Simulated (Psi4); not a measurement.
# [NH4]+ (ammonium) at HF/STO-3G

Aim: the vertical ionisation energy of [NH4]+ (ammonium) at HF/STO-3G, from 2 runs. 

The results are computed with Psi4 1.11.

2 further runs of the same task are left out: 2 set aside as unsound or not needed.

**1. The system as given**

The species is [NH4]+ (5 atoms), meant as a singlet with charge +1. SMILES: `[NH4+]`. Geometry: relaxed at PBE0-D4/def2-TZVP.

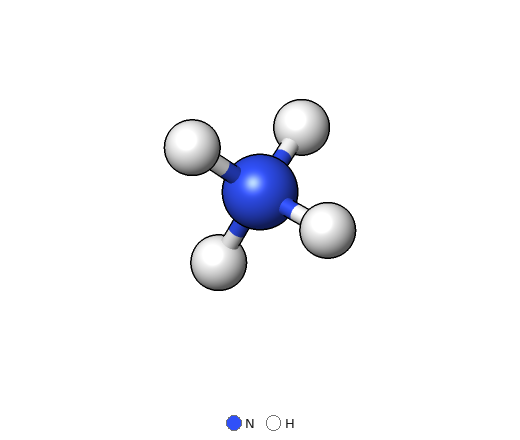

The structure, seen from a chosen angle (nitrogen blue, hydrogen white).

**2. Energy and gradient at HF/STO-3G**

The input, calc.py:

```python
import psi4

psi4.set_memory(1600000000)
psi4.set_num_threads(1)
psi4.core.set_output_file('run.log', False)

m = psi4.geometry("""
1 1
N
H 1 1.023574
H 1 1.023569 2 109.47147
H 1 1.023577 3 109.47124 2 119.99561
H 1 1.023572 3 109.46912 2 -120.00348
units angstrom
symmetry c1
""")

psi4.set_options({
    'basis': 'STO-3G',
    'puream': True,
    'e_convergence': 1e-09,
    'd_convergence': 1e-08,
    'scf_type': 'pk',
})

E, wfn = psi4.gradient('hf', molecule=m, return_wfn=True)
psi4.oeprop(wfn, 'QUADRUPOLE', 'WIBERG_LOWDIN_INDICES', 'MAYER_INDICES', title='HF')
print('gradient / Eh bohr^-1')
print(E.np.round(6))
print(f'energy = {wfn.energy():.10f} Eh')
for k, v in sorted(psi4.core.scalar_variables().items()):
    print(f'{k:45s} {v:18.10f}')
```

Command:

```console
$ python calc.py
```

run.log:

```text
[...]
  Running in c1 symmetry.
[...]
  Nuclear repulsion =   16.375268910229742
[...]
  Multiplicity = 1
[...]
  Nalpha       = 5
  Nbeta        = 5
[...]
    Number of basis functions: 9
[...]
   @RHF iter   1:   -55.84720660923685   -7.03824e-01   2.13203e-02 ADIIS/DIIS
[...]
   @RHF iter   6:   -55.86724998082211   -9.02389e-13   8.50548e-10 DIIS
[...]
    Orbital Energies [Eh]
    ---------------------
    Doubly Occupied:
       1A    -15.858132     2A     -1.552216     3A     -1.006849
       4A     -1.006834     5A     -1.006828
[...]
  @RHF Final Energy:   -55.86724998082211
   => Energetics <=
    Nuclear Repulsion Energy =             16.3752689102297424
    One-Electron Energy =                -103.6233192133747991
    Two-Electron Energy =                  31.3808003223229406
    Total Energy =                        -55.8672499808221090
[...]
  -Total Gradient:
     Atom            X                  Y                   Z
    ------   -----------------  -----------------  -----------------
       1        0.000012902498     0.000001311695    -0.000000776693
       2       -0.000010766513    -0.000000373071    -0.021637292457
       3        0.000003215425    -0.020406394982     0.007212546056
       4        0.017661524892     0.010198918352     0.007217347325
       5       -0.017666876302     0.010206538005     0.007208175769
[...]
 Multipole Moments:
 ------------------------------------------------------------------------------------
     Multipole            Electronic (a.u.)      Nuclear  (a.u.)        Total (a.u.)
 ------------------------------------------------------------------------------------
 L = 1.  Multiply by 2.5417464519 to convert [e a0] to [Debye]
 Dipole X            :          0.0000131           -0.0000433           -0.0000302
 Dipole Y            :         -0.0000068            0.0000188            0.0000119
 Dipole Z            :          0.0000011           -0.0000027           -0.0000016
 Magnitude           :                                                    0.0000325
 L = 2.  Multiply by 1.3450342976 to convert [e a0^2] to [Debye ang]
 Quadrupole XX       :         -8.4395995            4.9886719           -3.4509276
 Quadrupole XY       :         -0.0000523            0.0000894            0.0000371
[...]
```

The script printed:

```text
gradient / Eh bohr^-1
[[ 1.3000e-05  1.0000e-06 -1.0000e-06]
 [-1.1000e-05 -0.0000e+00 -2.1637e-02]
 [ 3.0000e-06 -2.0406e-02  7.2130e-03]
 [ 1.7662e-02  1.0199e-02  7.2170e-03]
 [-1.7667e-02  1.0207e-02  7.2080e-03]]
energy = -55.8672499808 Eh
CURRENT ENERGY                                    -55.8672499808
CURRENT REFERENCE ENERGY                          -55.8672499808
DD SOLVATION ENERGY                                 0.0000000000
HF KINETIC ENERGY                                  54.6441346240
HF POTENTIAL ENERGY                              -110.5113846048
HF TOTAL ENERGY                                   -55.8672499808
HF VIRIAL RATIO                                     2.0223832872
NUCLEAR REPULSION ENERGY                           16.3752689102
ONE-ELECTRON ENERGY                              -103.6233192134
PCM POLARIZATION ENERGY                             0.0000000000
PE ENERGY                                           0.0000000000
SCF ITERATION ENERGY                              -55.8672499808
SCF ITERATIONS                                      6.0000000000
SCF TOTAL ENERGY                                  -55.8672499808
TWO-ELECTRON ENERGY                                31.3808003223
```

It took 1.3 s on 1 thread of Intel Xeon 6975P-C (Granite Rapids), shared host; peak memory 0.18 GiB.

**3. Doublet [NH4]2+, same level**

The input, job.in:

```
memory 1600 MB

molecule mol {
  2 2
  N      0.00001890     0.00001890     0.00000000
  H      0.85666954    -0.84633274     1.51368952
  H     -1.83762638     0.40852099     0.44448248
  H      0.04524004    -1.19706591    -1.51867840
  H      0.93571679     1.63485876    -0.43951250
  units bohr
  symmetry c1
  no_reorient
  no_com
}

set reference uhf
set puream true
set e_convergence 1e-09
set d_convergence 1e-08
set scf_type pk
set maxiter 100

e_tot, wfn = gradient("hf/STO-3G", return_wfn=True)
print_variables()
```

Command:

```console
$ psi4 -i job.in -o job.out -n 1
```

job.out:

```text
[...]
  Running in c1 symmetry.
[...]
  Nuclear repulsion =   16.375270093603586
[...]
  Multiplicity = 2
[...]
  Nalpha       = 5
  Nbeta        = 4
[...]
    Number of basis functions: 9
[...]
   @UHF iter   1:   -54.79221550980706    3.51167e-01   4.93778e-02 ADIIS/DIIS
[...]
   @UHF iter  29:   -54.90616098563009   -1.56319e-13   2.15564e-09 DIIS
[...]
   @S^2 Observed:                7.543228373E-01
[...]
    Orbital Energies [Eh]
    ---------------------
    Alpha Occupied:
       1A    -16.378348     2A     -2.058034     3A     -1.545769
       4A     -1.472693     5A     -1.459496
    Alpha Virtual:
       6A     -0.208753     7A     -0.199854     8A     -0.120559
       9A     -0.107921
    Beta Occupied:
       1A    -16.364098     2A     -1.928504     3A     -1.434336
       4A     -1.432846
[...]
  @UHF Final Energy:   -54.90616098563009
   => Energetics <=
    Nuclear Repulsion Energy =             16.3752700936035858
    One-Electron Energy =                 -98.4887388532931993
    Two-Electron Energy =                  27.2073077740595117
    Total Energy =                        -54.9061609856300947
  UHF NO Occupations:
  HONO-2 :    3  A 1.9993524
  HONO-1 :    4  A 1.9988420
[...]
 Multipole Moments:
 ------------------------------------------------------------------------------------
     Multipole            Electronic (a.u.)      Nuclear  (a.u.)        Total (a.u.)
 ------------------------------------------------------------------------------------
 L = 1.  Multiply by 2.5417464519 to convert [e a0] to [Debye]
 Dipole X            :          0.0973610            0.0001323            0.0974933
 Dipole Y            :         -0.2207340            0.0001134           -0.2206206
 Dipole Z            :         -0.0001494           -0.0000189           -0.0001683
 Magnitude           :                                                    0.2412020
[...]
  -Total Gradient:
     Atom            X                  Y                   Z
    ------   -----------------  -----------------  -----------------
       1        0.080904922732    -0.183060994916    -0.000109809985
       2       -0.087870054925     0.123418494582    -0.104575942666
       3        0.074901203528    -0.019416394887    -0.017889791552
       4       -0.031808188127     0.147563831185     0.105016064432
       5       -0.036127883209    -0.068504935963     0.017559479771
[...]
```

Run time: 1.5 s. Hardware: 1 thread of Intel Xeon 6975P-C (Granite Rapids), shared host; peak memory 0.18 GiB.

**4. Outcome**

Level: HF/STO-3G.

| quantity | value |
| --- | --- |
| singlet [NH4]+: total energy | -55.86725 Eh |
| singlet [NH4]+: HOMO energy | -27.40 eV |
| singlet [NH4]+: LUMO energy | 6.39 eV |
| singlet [NH4]+: HOMO–LUMO gap | 33.79 eV |
| singlet [NH4]+: largest force on an atom | 1.113 eV/Å |
| doublet [NH4]2+: total energy | -54.90616 Eh |
| doublet [NH4]2+: HOMO energy (highest over α and β) | -38.99 eV |
| doublet [NH4]2+: LUMO energy (lowest over α and β) | -25.00 eV |
| doublet [NH4]2+: ⟨S²⟩ | 0.754 |
| doublet [NH4]2+: largest force on an atom | 10.292 eV/Å |
| vertical ionisation energy (to the doublet dication) | 26.153 eV |

What this shows: Removing an electron at fixed nuclei costs 26.15 eV (2523 kJ/mol). The largest force (singlet [NH4]+) is 1.11 eV/Å: the shape isn't a stationary point for this species at this level. The negative HOMO energy of the first species, 27.40 eV, lies 1.24 eV above that difference. In a minimal basis such a difference can be off by several eV, whatever the method.
